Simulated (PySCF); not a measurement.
## Electronic structure of C6H10FO (doublet) in real space

Input file:

```
{"job": {"kind": "epr", "basis": "pcH-1"}, "charge": 0, "multiplicity": 2}
C      2.646320    -0.084702    -0.327498
C      1.414541    -0.557488     0.324865
C      0.166668     0.130404    -0.226801
C     -0.097105     1.567371     0.241831
O     -1.345856     1.184294     0.830199
C     -1.163378    -0.187951     0.477518
C     -2.304925    -0.710426    -0.385842
F     -2.114946    -2.042307    -0.656815
H      2.664298     0.080122    -1.386834
H      3.555780     0.031242     0.226004
H      1.278720    -1.638952     0.153816
H      1.475528    -0.411589     1.406356
H      0.121503     0.008096    -1.309674
H     -0.232088     2.318260    -0.540097
H      0.601185     1.942625     0.994394
H     -1.063774    -0.823772     1.366728
H     -3.256924    -0.613415     0.145001
H     -2.354305    -0.185494    -1.344807
```

Command:

```sh
OMP_NUM_THREADS=1 python probes_run.py task.json out
```

Geometry: GFN2-xTB.

All numbers below come from UKS B3LYP, pcH-1 on C F H O, non-relativistic, mean-field spin-orbit, GIAO in PySCF 2.14.0, density-fitted response routines.

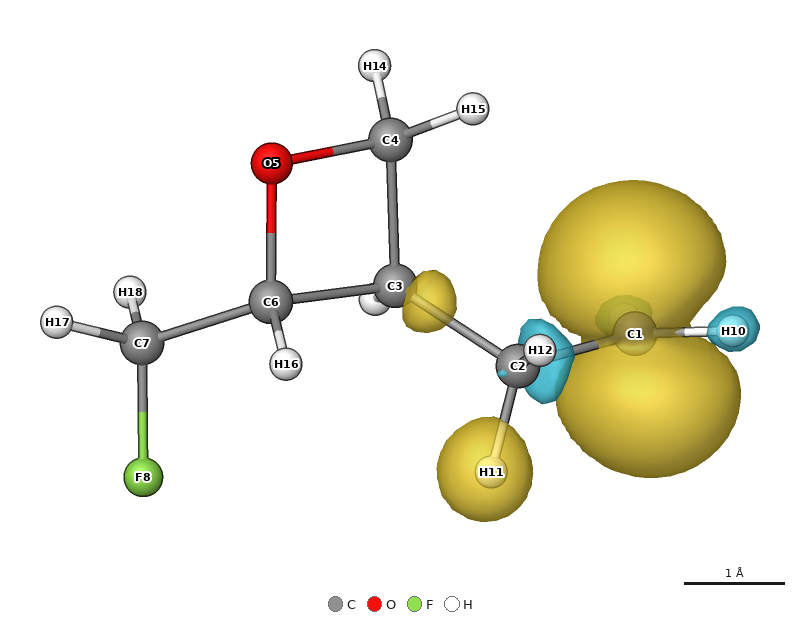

Figure 1. Isosurfaces of the spin density at +0.03 (yellow) and −0.03 e/Å³ (cyan), seen across its widest extent.

> Where is the unpaired spin?

The unpaired spin (1 electron) lies mostly on C1 (about 0.7), in electrons by Hirshfeld's partition.

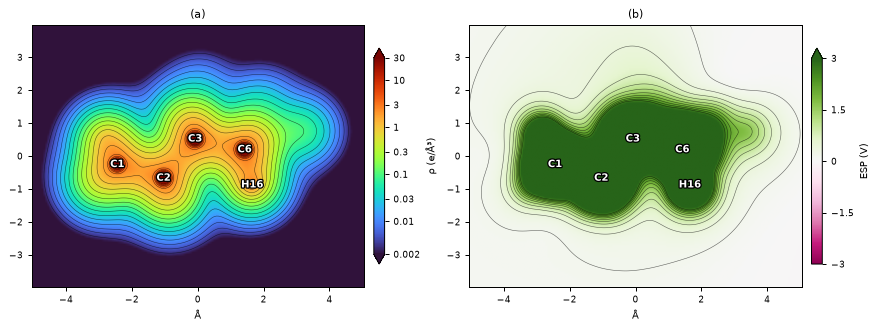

Figure 2. (a) total electron density; (b) electrostatic potential on the plane of atoms C2, C3 and C6.

> Read the bonding off the picture.

- Atoms in the plane: C and H.
- C–C (1.47 Å): ρ is about 1.8 e/Å³ halfway.
- C–H (1.10 Å): the density is about 2 e/Å³ at the midpoint.
- C–C (1.53 Å): ρ is about 1.6 e/Å³ halfway.
- The potential has no marked negative region in this plane.

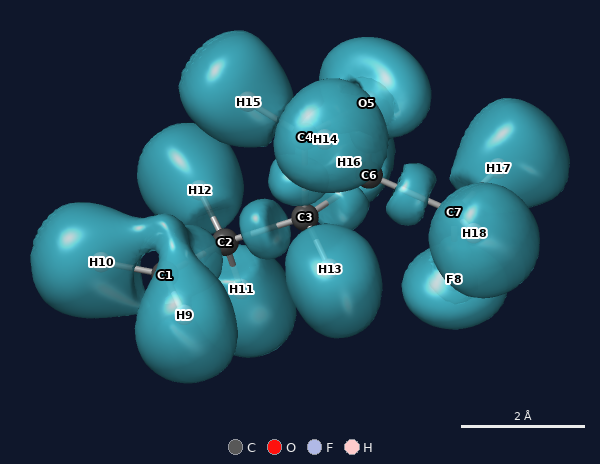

Figure 3. Isosurface of the electron localisation function at 0.75 (cyan), seen at an oblique angle. Core shells and regions of very low density are left out.

> Where are the electrons localised?

The ELF exceeds this value in four regions between bonded C–C atoms (shared pairs), eight regions around hydrogen nuclei, one region on F in which the atom's valence shell and bonds are merged, one region on O in which the atom's valence shell and bonds are merged and one joined region spread over several atoms (C, H), in which their bonds and any lone pairs are merged. Profiles from the grid: C–F (1.37 Å): the ELF peaks at about 0.85 between the atoms, as expected for a shared but strongly polarised pair. C–O (1.43 Å): the ELF peaks at about 0.90 between the atoms (a polar covalent bond).

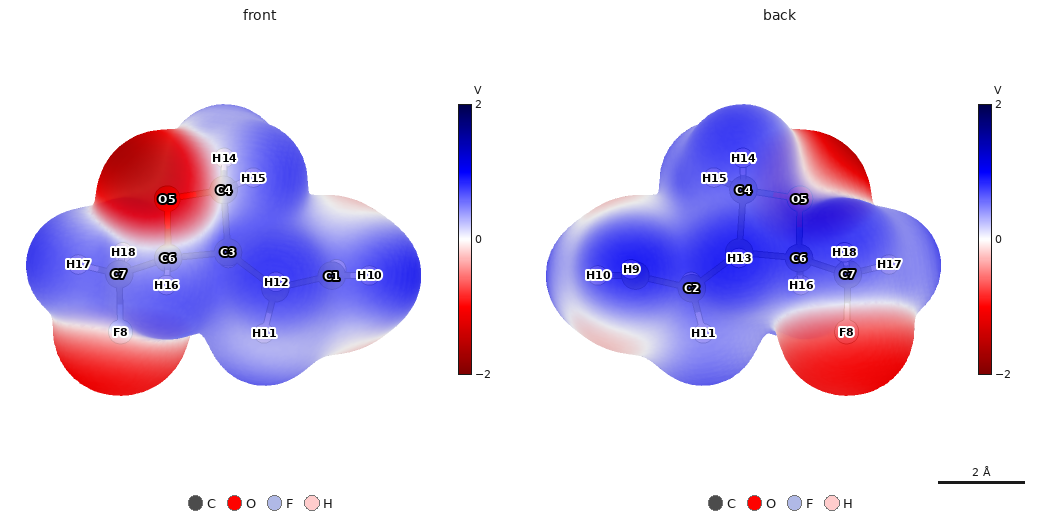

Figure 4. The molecular electrostatic potential painted on the density surface at 0.002 e/bohr³, seen from the front and from behind; the colour scale runs from red (negative) to blue (positive).

> Which sites attract a positive test charge, and which a negative one?

A positive charge is drawn to the negative regions and a negative charge to the positive ones. The most negative region (about −1.6 V) lies over O5, the most positive (about +0.9 V) over H9, H10, H13 and H18. O5 is the likeliest acceptor of a hydrogen bond.
